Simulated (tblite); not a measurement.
## Geometry relaxation of C₇H₅F₂

C₇H₅F₂, multiplicity 2, computed with GFN2-xTB geometry optimisation, gas phase (tblite 0.8.0).

It belongs to a series of runs on one base structure; here: H removed from aryl C.

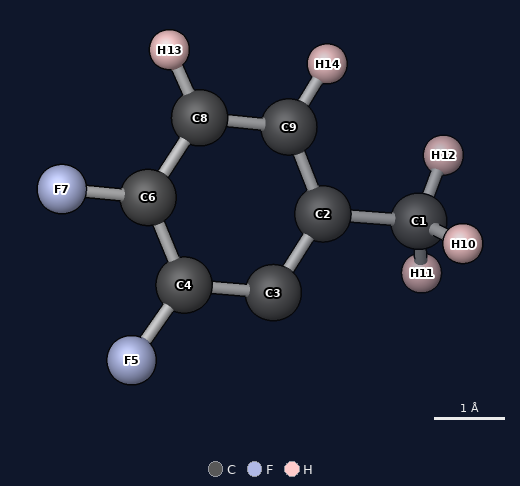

*The structure as given in the input (ball-and-stick view, seen at a tilt; atoms are numbered from 1 in the order of the input).*

**Results in brief**

| quantity | value |
| --- | --- |
| outcome | converged |
| total energy | −731.7199 eV |
| hardware | 1 CPU thread, shared host |
| peak memory | 0.18 GiB |

**The input**
```
{"job": {"kind": "relax", "xc": "GFN2-xTB", "basis": "xTB"}, "charge": 0, "multiplicity": 2}
C      2.203100    -0.502800    -0.044800
C      0.726800    -0.272500    -0.031100
C     -0.143100    -1.340600    -0.073800
C     -1.515600    -1.115600    -0.064300
F     -2.427300    -2.129300    -0.100800
C     -1.973000     0.190500     0.020900
F     -3.302200     0.423100     0.041900
C     -1.080000     1.269300     0.084400
C      0.297000     1.022200     0.058400
H      2.452000    -0.902900     0.966800
H      2.486200    -1.233600    -0.852100
H      2.777200     0.422200    -0.279700
H     -1.471100     2.289000     0.152100
H      0.969400     1.880500     0.099800
```

The first line tells a small driver script what to run in tblite; the rest is the geometry in Å.

Run as:
```bash
OMP_NUM_THREADS=1 python <driver script> task.json out
```

**The program's output**
```
step      E/eV     max force
  0    -731.48104    2.224
  1    -731.62030    0.825
  2    -731.66100    0.505
  3    -731.68505    0.407
  4    -731.69632    0.335
  5    -731.70522    0.233
  6    -731.71092    0.222
  7    -731.71490    0.162
  8    -731.71646    0.104
  9    -731.71726    0.085
 10    -731.71794    0.077
 11    -731.71854    0.055
 12    -731.71889    0.042
 13    -731.71906    0.032
 14    -731.71918    0.035
 15    -731.71931    0.033
 16    -731.71942    0.029
 17    -731.71952    0.025
 18    -731.71960    0.025
 19    -731.71967    0.021
 20    -731.71973    0.024
 21    -731.71979    0.017
 22    -731.71983    0.017
 23    -731.71986    0.012
 24    -731.71988    0.008
```

**Trajectory as extended XYZ (Å, eV, eV/Å), 8 of the 25 frames kept, from step=0 to step=24**
```
14
Properties=species:S:1:pos:R:3:forces:R:3 step=0 energy=-731.48104
C     2.2031   -0.5028   -0.0448    0.9220  -0.5190  -0.3800
C     0.7268   -0.2725   -0.0311    1.1150  -1.2680  -0.2780
C    -0.1431   -1.3406   -0.0738   -1.2690   1.3250  -0.0010
C    -1.5156   -1.1156   -0.0643    0.6000  -1.3110   0.0450
F    -2.4273   -2.1293   -0.1008    0.5910   0.5640  -0.0140
C    -1.9730    0.1905    0.0209    0.2140   1.1570   0.0610
F    -3.3022    0.4231    0.0419    0.2190  -0.0280  -0.0010
C    -1.0800    1.2693    0.0844   -0.1510  -0.2630  -0.0100
C     0.2970    1.0222    0.0584   -1.7910   1.3160   0.0700
H     2.4520   -0.9029    0.9668    0.2800   0.2610  -0.9180
H     2.4862   -1.2336   -0.8521   -0.2790   0.4350   0.9960
H     2.7772    0.4222   -0.2797   -0.4900  -0.6200   0.4940
H    -1.4711    2.2890    0.1521    0.1130  -0.5270  -0.0390
H     0.9694    1.8805    0.0998   -0.0760  -0.5210  -0.0250
14
Properties=species:S:1:pos:R:3:forces:R:3 step=3 energy=-731.68505
C     2.2246   -0.5167   -0.0524   -0.2380   0.0760  -0.0150
C     0.7509   -0.2754   -0.0414    0.0210  -0.0500  -0.0610
C    -0.1647   -1.2945   -0.0760    0.0510   0.1650  -0.0650
C    -1.5154   -1.1198   -0.0588    0.1040   0.0690   0.0340
F    -2.4082   -2.1164   -0.1019    0.0890  -0.0400  -0.0110
C    -1.9704    0.2008    0.0215   -0.2440   0.1800   0.0300
F    -3.2948    0.4236    0.0419   -0.1400   0.0440   0.0040
C    -1.0951    1.2666    0.0846    0.0490  -0.0960  -0.0110
C     0.2639    1.0274    0.0566   -0.0230   0.1500  -0.0400
H     2.4747   -0.8963    0.9311    0.3870  -0.1250   0.0240
H     2.4820   -1.2311   -0.8198    0.0970  -0.3100  -0.0150
H     2.7608    0.4015   -0.2573    0.0880   0.1020   0.1320
H    -1.4717    2.2726    0.1509   -0.1280   0.0190   0.0030
H     0.9626    1.8573    0.0988   -0.1140  -0.1840  -0.0080
14
Properties=species:S:1:pos:R:3:forces:R:3 step=7 energy=-731.71490
C     2.2263   -0.5210   -0.0543    0.1500  -0.0450   0.0420
C     0.7564   -0.2699   -0.0483    0.0150  -0.0500   0.0670
C    -0.1671   -1.2754   -0.0874    0.0160  -0.0310  -0.0210
C    -1.5157   -1.1022   -0.0543   -0.1020   0.0100  -0.0410
F    -2.3872   -2.1186   -0.1033    0.0050  -0.0350   0.0040
C    -1.9948    0.2120    0.0253    0.0050  -0.0250   0.0030
F    -3.3194    0.4331    0.0433   -0.0240   0.0280   0.0190
C    -1.1054    1.2670    0.0833   -0.1070   0.0380  -0.0140
C     0.2522    1.0286    0.0488    0.0420  -0.0510  -0.0070
H     2.5313   -0.9098    0.9177    0.0160  -0.0180  -0.0180
H     2.4906   -1.2632   -0.8063   -0.0080   0.0830   0.0250
H     2.7672    0.4049   -0.2356    0.0350  -0.0760  -0.0570
H    -1.4897    2.2706    0.1511   -0.0430   0.0570   0.0030
H     0.9548    1.8434    0.0979    0.0010   0.1160  -0.0060
14
Properties=species:S:1:pos:R:3:forces:R:3 step=10 energy=-731.71794
C     2.2339   -0.5238   -0.0507   -0.0590   0.0080   0.0170
C     0.7591   -0.2730   -0.0428   -0.0040   0.0280   0.0250
C    -0.1688   -1.2762   -0.0903   -0.0050   0.0570   0.0110
C    -1.5197   -1.1011   -0.0577    0.0170  -0.0100  -0.0150
F    -2.3854   -2.1227   -0.1033   -0.0120  -0.0070  -0.0080
C    -1.9991    0.2128    0.0258    0.0060   0.0160  -0.0150
F    -3.3247    0.4366    0.0454    0.0240   0.0060   0.0200
C    -1.1096    1.2694    0.0817    0.0280  -0.0230  -0.0090
C     0.2518    1.0276    0.0479   -0.0140   0.0280   0.0210
H     2.5403   -0.9143    0.9179    0.0310  -0.0220   0.0270
H     2.4921   -1.2616   -0.8053    0.0130   0.0030  -0.0250
H     2.7731    0.4001   -0.2391    0.0410  -0.0330  -0.0270
H    -1.4956    2.2750    0.1512    0.0050  -0.0290  -0.0090
H     0.9520    1.8507    0.0971   -0.0720  -0.0230  -0.0120
14
Properties=species:S:1:pos:R:3:forces:R:3 step=14 energy=-731.71918
C     2.2341   -0.5256   -0.0474    0.0180  -0.0040  -0.0080
C     0.7599   -0.2700   -0.0373    0.0110   0.0030   0.0000
C    -0.1696   -1.2710   -0.0899    0.0110  -0.0120   0.0150
C    -1.5208   -1.1006   -0.0609    0.0050   0.0030   0.0050
F    -2.3848   -2.1243   -0.1049    0.0040   0.0080  -0.0150
C    -2.0005    0.2130    0.0237   -0.0040  -0.0160  -0.0040
F    -3.3249    0.4396    0.0495   -0.0050  -0.0010   0.0070
C    -1.1108    1.2684    0.0800   -0.0110   0.0000   0.0020
C     0.2496    1.0291    0.0502    0.0090  -0.0030   0.0040
H     2.5486   -0.9189    0.9193   -0.0120   0.0030  -0.0170
H     2.4925   -1.2604   -0.8064   -0.0310  -0.0100   0.0070
H     2.7809    0.3929   -0.2431    0.0030  -0.0050   0.0110
H    -1.4978    2.2728    0.1498   -0.0030   0.0000  -0.0090
H     0.9431    1.8545    0.0952    0.0060   0.0340   0.0020
14
Properties=species:S:1:pos:R:3:forces:R:3 step=17 energy=-731.71952
C     2.2348   -0.5262   -0.0478   -0.0020   0.0010  -0.0010
C     0.7608   -0.2680   -0.0355    0.0110   0.0010   0.0080
C    -0.1677   -1.2707   -0.0867    0.0000   0.0160   0.0040
C    -1.5193   -1.1008   -0.0610   -0.0020  -0.0010   0.0010
F    -2.3841   -2.1233   -0.1083    0.0040  -0.0170  -0.0100
C    -2.0011    0.2119    0.0223    0.0090   0.0070   0.0180
F    -3.3253    0.4399    0.0521    0.0060  -0.0170  -0.0060
C    -1.1116    1.2671    0.0798    0.0110   0.0140   0.0000
C     0.2497    1.0310    0.0520    0.0080  -0.0030  -0.0120
H     2.5493   -0.9203    0.9181   -0.0070  -0.0060  -0.0040
H     2.4873   -1.2628   -0.8068   -0.0160  -0.0060   0.0010
H     2.7847    0.3904   -0.2427    0.0000  -0.0020  -0.0020
H    -1.4985    2.2710    0.1475   -0.0160   0.0190  -0.0040
H     0.9402    1.8604    0.0949   -0.0060  -0.0050   0.0040
14
Properties=species:S:1:pos:R:3:forces:R:3 step=21 energy=-731.71979
C     2.2351   -0.5270   -0.0481   -0.0060  -0.0040   0.0060
C     0.7622   -0.2655   -0.0326   -0.0140   0.0090  -0.0030
C    -0.1664   -1.2680   -0.0834    0.0030  -0.0080  -0.0030
C    -1.5181   -1.1008   -0.0605    0.0060   0.0020   0.0050
F    -2.3813   -2.1249   -0.1134    0.0150   0.0070  -0.0020
C    -1.9997    0.2120    0.0247   -0.0020  -0.0040   0.0010
F    -3.3244    0.4369    0.0531    0.0000  -0.0020  -0.0030
C    -1.1114    1.2687    0.0798   -0.0120   0.0010   0.0020
C     0.2502    1.0331    0.0515   -0.0110   0.0120   0.0050
H     2.5490   -0.9232    0.9169    0.0020  -0.0070   0.0060
H     2.4801   -1.2661   -0.8071    0.0020   0.0060  -0.0020
H     2.7880    0.3877   -0.2431   -0.0020  -0.0090  -0.0090
H    -1.5016    2.2723    0.1447    0.0040  -0.0030  -0.0010
H     0.9377    1.8643    0.0952    0.0170   0.0000  -0.0030
14
Properties=species:S:1:pos:R:3:forces:R:3 step=24 energy=-731.71988
C     2.2343   -0.5276   -0.0475    0.0000   0.0000   0.0000
C     0.7615   -0.2638   -0.0318    0.0070   0.0000   0.0010
C    -0.1656   -1.2675   -0.0826    0.0040   0.0030  -0.0010
C    -1.5170   -1.1006   -0.0597    0.0020   0.0000   0.0010
F    -2.3790   -2.1251   -0.1152    0.0000  -0.0020   0.0020
C    -1.9994    0.2118    0.0258   -0.0040  -0.0010  -0.0050
F    -3.3242    0.4353    0.0529   -0.0070   0.0000  -0.0010
C    -1.1123    1.2695    0.0801    0.0010   0.0000   0.0030
C     0.2495    1.0350    0.0517    0.0050  -0.0040   0.0050
H     2.5489   -0.9249    0.9171   -0.0040   0.0010  -0.0040
H     2.4779   -1.2665   -0.8074   -0.0020   0.0040   0.0030
H     2.7888    0.3858   -0.2441   -0.0020  -0.0060  -0.0010
H    -1.5026    2.2729    0.1437   -0.0030   0.0030   0.0010
H     0.9385    1.8652    0.0949    0.0040   0.0000  -0.0030
```

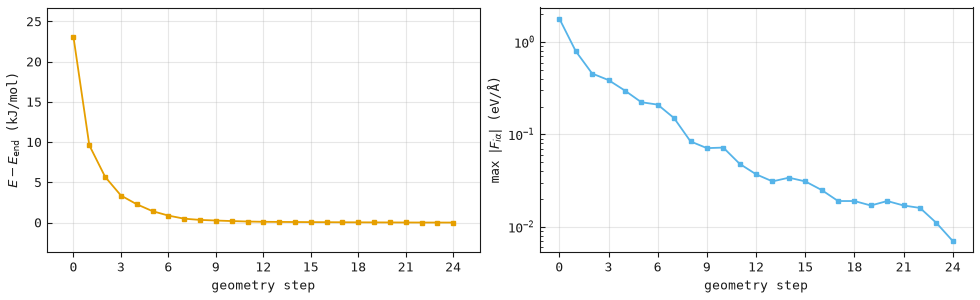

*Progress of the relaxation, step by step (steps are counted from 0).*

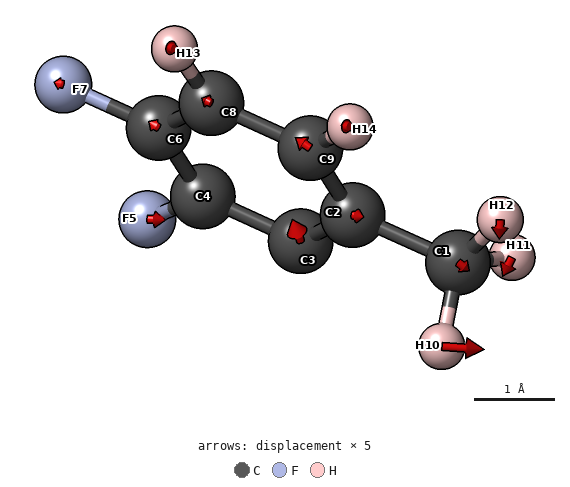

*The starting structure with the displacements as red arrows, magnified 5 times (ball-and-stick view, seen at a tilt). The two geometries are laid on each other by the best rigid fit.*

The largest move after the best rigid fit is that of H10, 0.11 Å. Largest moves by element: H 0.11 Å, C 0.08 Å, F 0.05 Å. Among the contacts that change: C1–H11 1.125 → 1.088 Å, C2–C9 1.367 → 1.399 Å, C3–C4 1.391 → 1.362 Å, C1–H12 1.114 → 1.086 Å. Among the angles that change: C3–C2–C9 122.5° → 115.8°, C2–C3–C4 119.8° → 125.6°, C2–C9–H14 123.6° → 118.9°. The energy falls by 23.0 kJ/mol in 24 geometry steps. The largest force component goes from 1.8 to 0.007 eV/Å. (Atoms are counted from 1 in the order of the input.)
